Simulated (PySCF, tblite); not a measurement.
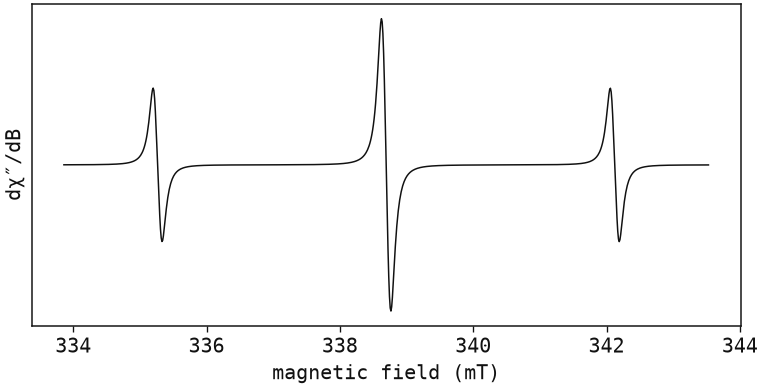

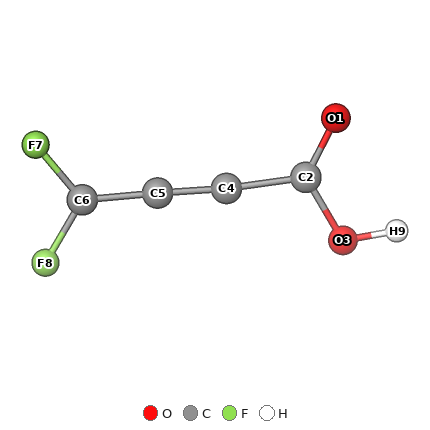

First-order isotropic EPR spectrum (fast tumbling, first derivative) of C₄HF₂O₂, SMILES O=C(O)C#C[C](F)F, doublet at 9.50 GHz, Lorentzian lines of 0.17 mT full width at half height, from computed g and hyperfine couplings (B3LYP/pcH-1 in PySCF 2.14.0, at a GFN2-xTB geometry (a minimum by its frequencies), gas phase); values of one conformer, averaged over methyl-type rotors alone; no vibrational averaging; dilute isotopes left out. The SMILES is one Lewis form and needn't show where the spin sits.

Question: Which couplings does the calculation give? The spectrum shows the sizes of those above the line width, not their signs.

Answer:
```tsv
nuclei	isotope	a (mT)	a (MHz)
F7	¹⁹F	3.44	96.6
F8	¹⁹F	3.42	95.9
H9	¹H	−0.07	−1.9
```

Question: What is the g value, and how wide is the spectrum?

Answer: g_iso = 2.0040, which centres the spectrum at 338.7 mT; it spans 6.9 mT.

Note: the tight-binding geometry is rougher than a DFT one and adds to the error.
